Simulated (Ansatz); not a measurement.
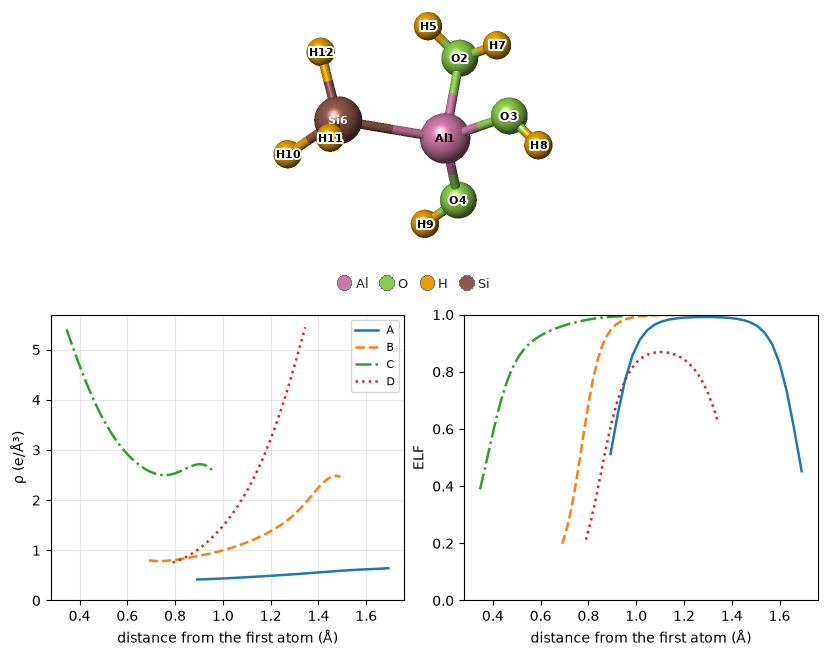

Figure 1: AlH7O3Si. Electron density and ELF along straight lines between neighbouring atoms. The curves leave out the atomic cores. The structure is drawn too.

The product side of a reaction path; geometry: PBE0-D4/def2-TZVP.

The calculation used RKS PBE0-D4/def2-TZVPP (Ansatz 0.2.0).

Input

```
crystal:
  periodic: [false, false, false]
  atoms:
    - {symbol: Al, position_ang: [-0.091702, -0.541479, 0.434814]}
    - {symbol: O, position_ang: [0.873319, -1.192350, -1.185318]}
    - {symbol: O, position_ang: [1.387794, -0.865609, 1.272982]}
    - {symbol: O, position_ang: [-1.372629, -1.617653, 0.774808]}
    - {symbol: H, position_ang: [1.069536, -0.523332, -1.850898]}
    - {symbol: Si, position_ang: [-0.600607, 1.773866, -0.229253]}
    - {symbol: H, position_ang: [1.704322, -1.420921, -0.732726]}
    - {symbol: H, position_ang: [1.421849, -1.162171, 2.179813]}
    - {symbol: H, position_ang: [-2.283036, -1.412018, 0.574123]}
    - {symbol: H, position_ang: [-2.016219, 1.985259, -0.658748]}
    - {symbol: H, position_ang: [-0.322652, 2.787598, 0.829798]}
    - {symbol: H, position_ang: [0.229922, 2.188909, -1.409396]}
basis:
  gaussian: {orbitals: def2-TZVPP}
hamiltonian: {xc: pbe0, dispersion: d4}
output: {orbitals: {seedname: orbitals}}
```

Command:

```sh
ansatz run in.yaml --threads 8 --pin off --events-out ev --progress --plain --max-ram 19148MiB
```

Which curve belongs to which contact (Al–O, Al–Si, O–H and Si–H)? The first atom named is at distance zero.

Curve A: Al–Si (2.46 Å): the density is about 0.5 e/Å³ at the midpoint; the ELF peaks at about 1 between the atoms; a covalent bond. Curve B: Si–H (1.49 Å): ρ at the midpoint is about 0.79 e/Å³; the ELF climbs to about 1 towards the hydrogen, as it does in any bond to H. Curve C: O–H (0.95 Å): ρ at the midpoint is about 3.8 e/Å³; the ELF climbs to about 1 towards the hydrogen (a covalent bond by its length). Curve D: Al–O (1.71 Å): ρ is about 0.89 e/Å³ halfway; the ELF peaks at about 0.85 in the valence shell of O, 0.6 Å from its nucleus, and is about 0.45 at the midpoint.
